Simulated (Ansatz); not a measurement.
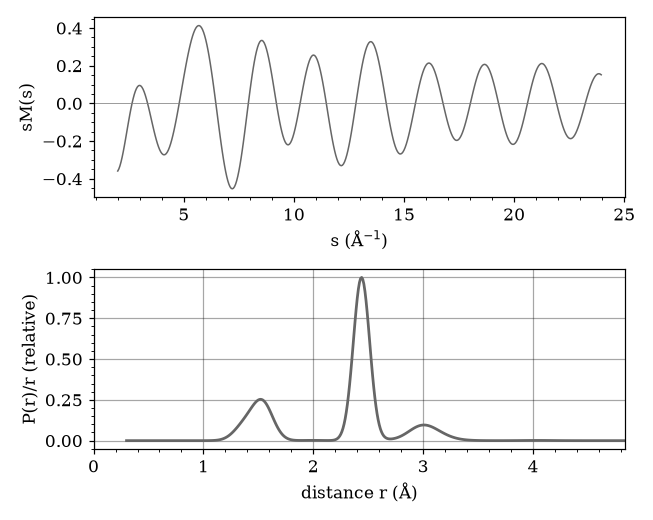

Simulated gas electron diffraction: reduced molecular intensity sM(s) from the Debye equation in the first Born approximation (top) and the radial distribution curve (bottom) of GeH₅S (charge +1, ignored in the scattering factors). Each pair of atoms contributes with weight ZᵢZⱼ/r; damping constant 0.0015 Å²; vibrational amplitudes assumed, not computed: 0.05 Å for bonds, 0.078 Å for bonds to H, 0.06 + 0.015 r up to 0.15 Å for other pairs. The geometry is the end point of an optimisation (Ansatz, RKS PBE-D4/def2-SVP); it may be a saddle point or a higher isomer. SMILES: [SH2+][GeH3].

Read the positions of the first 3 clear peaks and name the main pairs (– for bonds).

Peak 1, 1.52 Å: S–H 1.37 Å (×2), Ge–H 1.54 Å (×3), not resolved
Peak 2, 2.44 Å: Ge–S 2.44 Å
Peak 3, 3.01 Å: Ge···H 2.96 Å (×2), S···H 3.06–3.16 Å (×3), not resolved
